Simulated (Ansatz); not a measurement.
## Electronic structure of H5NO2Si in real space

Input

```
crystal:
  periodic: [false, false, false]
  atoms:
    - {symbol: "N", position_ang: [-0.874760, 3.168074, 2.506625]}
    - {symbol: O, position_ang: [1.937688, 3.366937, 2.244798]}
    - {symbol: O, position_ang: [0.285506, 2.501437, 0.126272]}
    - {symbol: Si, position_ang: [0.713683, 3.576975, 1.332995]}
    - {symbol: H, position_ang: [-1.332923, 4.004031, 2.873009]}
    - {symbol: H, position_ang: [-1.565768, 2.591874, 2.023258]}
    - {symbol: H, position_ang: [-0.489019, 2.642277, 3.294168]}
    - {symbol: H, position_ang: [0.218876, 4.898805, 0.864250]}
    - {symbol: H, position_ang: [0.944239, 1.799256, 0.018123]}
basis:
  gaussian:
    orbitals: def2-TZVPD
hamiltonian:
  xc: pbe0
output:
  forces: true
  orbitals: {seedname: orbitals}
```

Run with:

```sh
ansatz run input.yaml --threads 2 --pin off --max-ram 4350MiB --events-out events.jsonl --progress --plain --runs-dir runs
```

Geometry: B3LYP/6-31G*.

Theory: isolated molecule in a Gaussian basis; Kohn-Sham density functional theory, functional PBE0 in Ansatz.

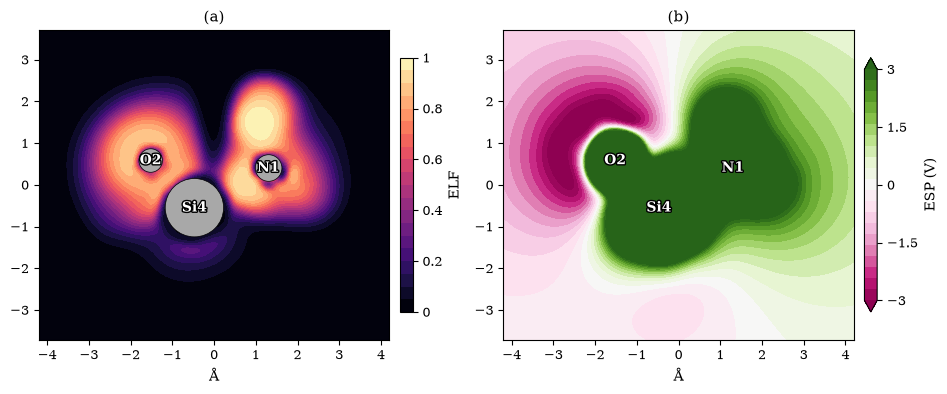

Figure 1. (a) ELF; (b) electrostatic potential on the plane of atoms N1, Si4 and O2. Grey discs cover the atomic cores in the ELF map.

Q: What do the fields say about this system?

A:
- Atoms in the plane: N, O and Si.
- Si–O (1.54 Å): the ELF peaks at about 0.85 between the atoms; a polar covalent bond.
- Si–N (2.02 Å): the ELF peaks at about 0.95 between the atoms (a polar covalent bond).
- The ELF also peaks beside O2, away from the bonds: lone-pair regions.
- Outside the dense part of the molecule the potential is most negative (−3.5 V) near O2.

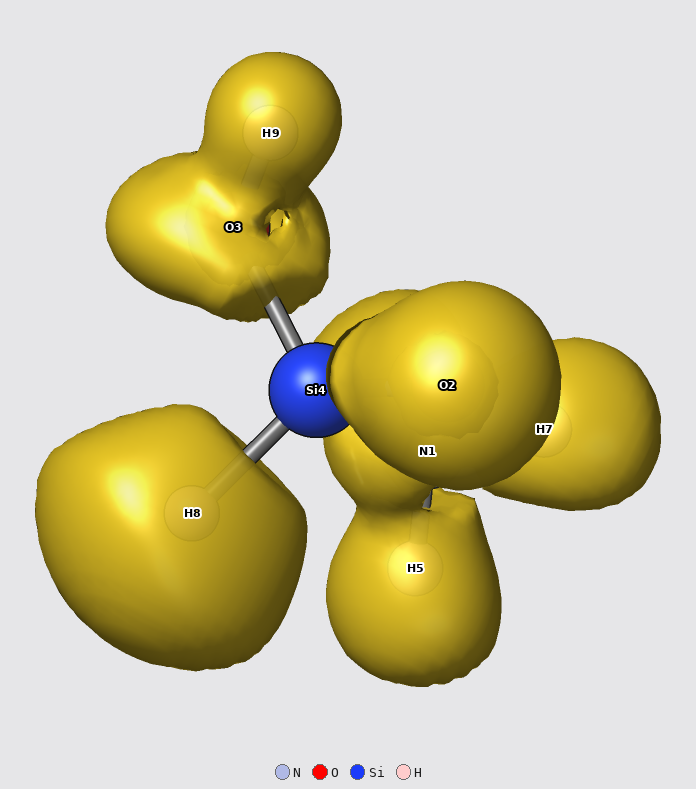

Figure 2. Isosurface of the electron localisation function at 0.75 (yellow), seen at an oblique angle. Only the valence region is drawn (cores and ρ < 0.01 e/Å³ removed).

Q: What do the ELF domains correspond to?

A: The surface consists of one region around a hydrogen nucleus, one region wrapped around O (its lone pairs, merged into a ring or cap), one joined region spread over several atoms (H, N), in which their bonds and any lone pairs are merged and one joined region spread over several atoms (H, O), in which their bonds and any lone pairs are merged.

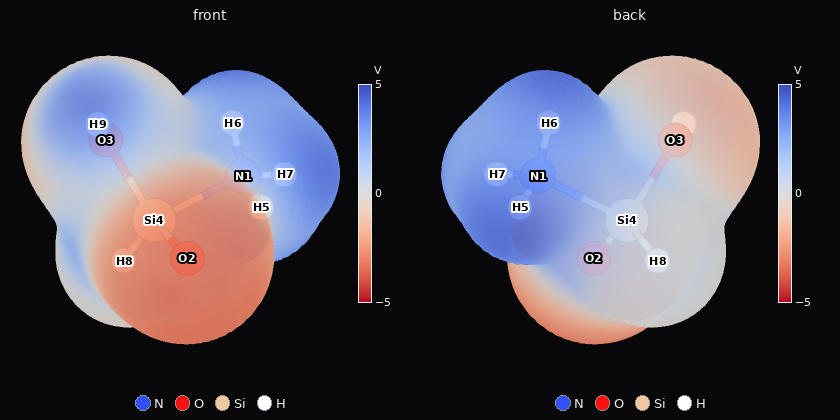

Figure 3. The electrostatic potential painted on the density surface at 0.004 e/bohr³, seen from the front and from behind; red is negative and blue positive.

Q: Where is the surface potential most negative and most positive?

A: The most negative region (about −3.3 V, or −76 kcal/mol for a unit charge) lies over O2, the most positive (about +4.1 V, or +95 kcal/mol for a unit charge) over H5 and H6. O2 is the likeliest acceptor of a hydrogen bond.
